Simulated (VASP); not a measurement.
Band structure of SrVO3 (cubic perovskite). Method: TPSS meta-GGA, VASP's PBE PAW potentials (set 64) (plane waves; VASP).

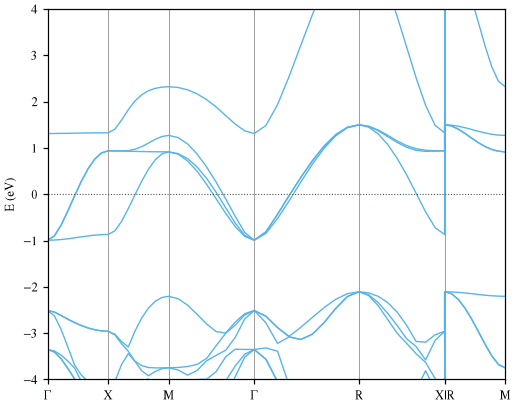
Figure: Bands along high-symmetry lines, zero at the valence-band maximum or, without a gap, the Fermi level

Question: Read the plot: is there a gap, and where are the band edges?

Answer: It has no gap at this level: it comes out as a metal or semimetal.

The compound is SrVO3 in the cubic perovskite structure. It was relaxed first. The run is not spin-polarised, so no magnetic state was tried. The electron count is odd and the run is not spin-polarised, which forces a metal.
